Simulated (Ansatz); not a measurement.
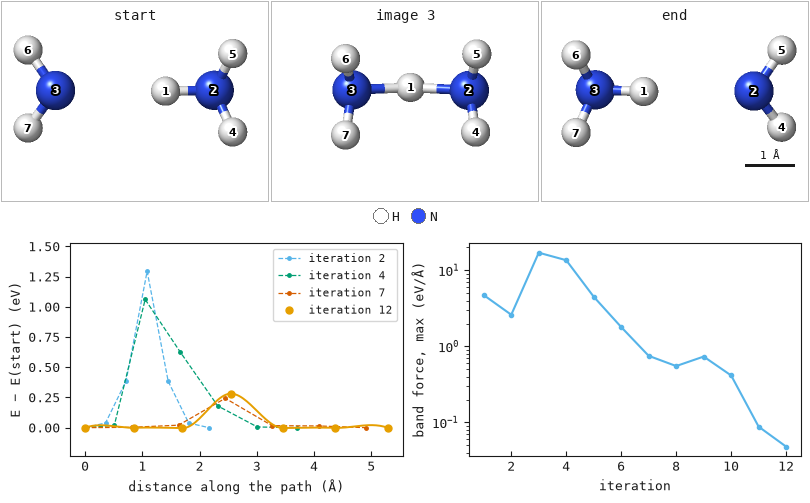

A search for the minimum-energy path of N$_{2}$H$_{5}$ (multiplicity 2), made up of NH3 and NH₂ by the nudged elastic band. Images are numbered from 0 (start) to 6 (end). The plot follows the band through its iterations. A ball-and-stick model, seen face on.

The calculation used UKS PBE0-D4/def2-SVP (Ansatz).

Input file:
```yaml
crystal:
  periodic: [false, false, false]
  atoms:
    - {symbol: H, position_ang: [0.049343, 0.069143, -0.592441]}
    - {symbol: N, position_ang: [-0.126882, 0.308819, -1.564576]}
    - {symbol: N, position_ang: [-0.002365, -0.259487, 1.653346]}
    - {symbol: H, position_ang: [-0.068567, -0.549581, -2.098790]}
    - {symbol: H, position_ang: [0.640332, 0.894444, -1.871284]}
    - {symbol: H, position_ang: [0.108007, 0.484669, 2.350544]}
    - {symbol: H, position_ang: [-0.599969, -0.948007, 2.123301]}
basis:
  gaussian: {orbitals: def2-SVP}
magnetization: {spin_polarized: true, initial_magnetization: 1}
hamiltonian: {xc: pbe0, dispersion: d4}
neb:
  images: 5
  climbing: true
  max_iterations: 40
  initial_path: idpp
  final_atoms:
    - {symbol: H, position_ang: [-0.101026, -0.043684, 0.588612]}
    - {symbol: N, position_ang: [0.416982, 0.052185, -1.620653]}
    - {symbol: N, position_ang: [-0.520311, 0.015067, 1.512813]}
    - {symbol: H, position_ang: [-0.034969, -0.519031, -2.342854]}
    - {symbol: H, position_ang: [0.684014, 0.908547, -2.118073]}
    - {symbol: H, position_ang: [0.131312, 0.515712, 2.104696]}
    - {symbol: H, position_ang: [-0.576104, -0.928797, 1.875559]}
```

Command:
```bash
ansatz run in.yaml --threads 2 --pin off --events-out ev --progress --plain --max-ram 4352MiB
```

### Did the band converge, and can the barrier be trusted?

The run is converged, with reservations. The band converged in 12 iterations. The largest component of the band force went from 4.7 to 0.048 eV/Å. The climbing image converged on the top of the path. Its curvatures weren't checked. The largest force component is 0.43 eV/Å at the start and 0.46 eV/Å at the end; an end with forces this large is no minimum, and the barrier measured from it can be far off. The first iteration put the highest image at 2.484 eV. The barrier is about 0.282 eV in both directions, with image 3 at the top; the ends have the same energy.

Limits of the set-up: the start holds two separate molecules, 2.3 Å apart at their closest, whose relative position is a soft coordinate.
